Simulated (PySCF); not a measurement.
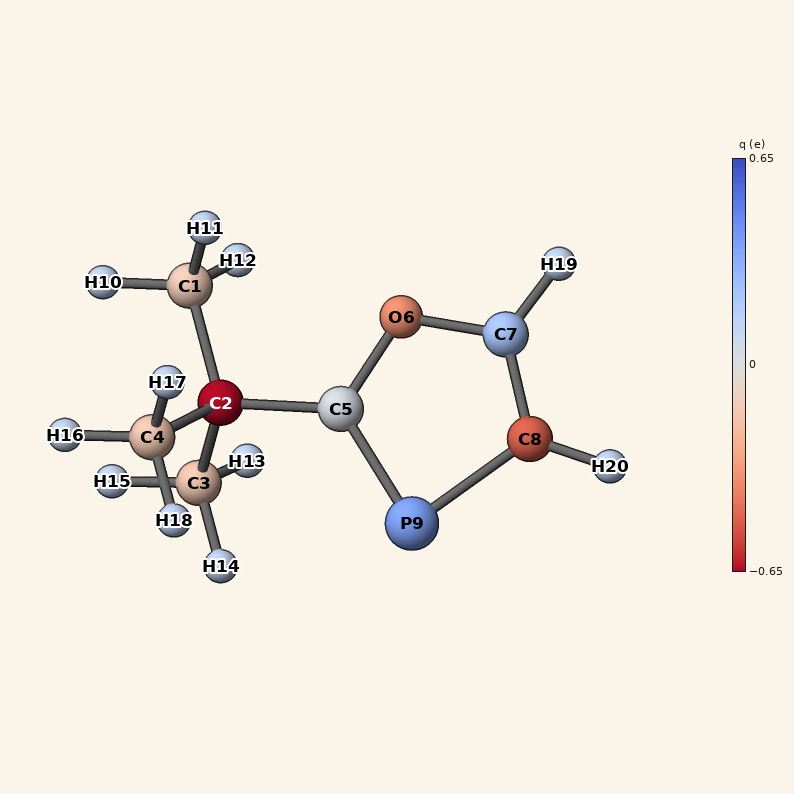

Atoms are coloured by their Mulliken charges. The computed structure is the end point of a GFN2-xTB optimisation. No frequency run is at hand to confirm it as a minimum. Properties computed with PBE0/pcSseg-1, gas phase (PySCF 2.14.0).

### Which atom carries the highest charge (most positive or least negative)?

P9 (0.36 e).

### And the lowest?

C2 (−0.64 e).

Give the Mulliken charges atom by atom.

```tsv
atom	value (e)
C1	−0.12
C2	−0.64
C3	−0.14
C4	−0.14
C5	0.03
O6	−0.35
C7	0.21
C8	−0.47
P9	0.36
H10	0.11
H11	0.11
H12	0.11
H13	0.12
H14	0.12
H15	0.11
H16	0.11
H17	0.12
H18	0.12
H19	0.11
H20	0.12
```

Mulliken values depend strongly on the basis set and can even reverse the polarity of a bond. The geometry is semi-empirical. Around P such bond lengths and angles can be off by a tenth of an ångström or more and by several degrees, and values that hang on the shape move with them.
